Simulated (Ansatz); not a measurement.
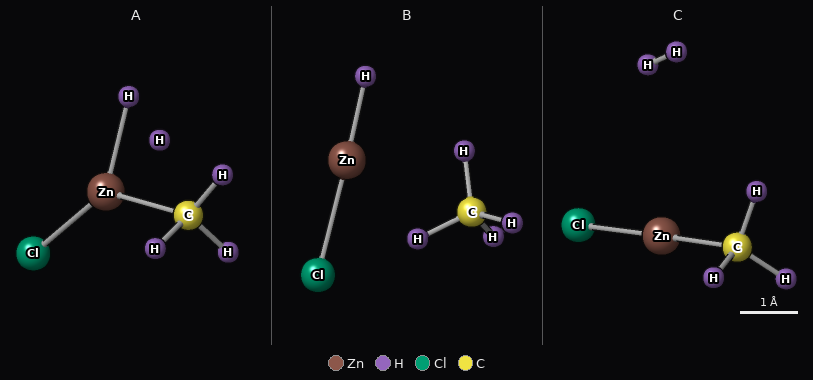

Three geometries of CH$_{5}$ClZn: a saddle point and the two relaxed ends that it joins, in shuffled order. The picture is a ball-and-stick view, seen from a free direction. Sticks join atoms that are closer than about 1.2 times the sum of their covalent radii (a little more with hydrogen).

Stationary points at PBE0-D4/def2-TZVP, single-point energies with CCSD(T)/CBS (def2-TZVPP where no basis is named; Ansatz 0.2.0). The energies are electronic, without zero-point or thermal terms, and both ends are the relaxed geometries reached downhill from the saddle, with any fragments still in contact. CCSD(T)/CBS stands for a frozen core with 3s3p of Cu, Zn: MP2 correlation extrapolated from def2-TZVPP and def2-QZVPP, CCSD(T) minus MP2 from the smaller set.

### Identify the saddle point and describe the reaction.

Frame A is the saddle point. Counted by bonded pieces, B holds CH₄ + ZnHCl and C holds CH₃ClZn + H₂. From B over the saddle to C, bonds form: C–Zn (3.35 → 2.14 → 1.93 Å), H–H (3.00 → 1.11 → 0.75 Å). Bonds break: H–Zn (1.52 → 1.76 → 3.05 Å), C–H (1.09 → 1.53 → 3.82 Å). The saddle has one imaginary mode, 1629i cm⁻¹. The end C keeps a soft imaginary mode of 25i cm⁻¹, so it isn't quite a minimum. With CCSD(T)/CBS the barrier is 56.8 kcal/mol from B and 48.1 kcal/mol from C, and C lies 8.7 kcal/mol above B.
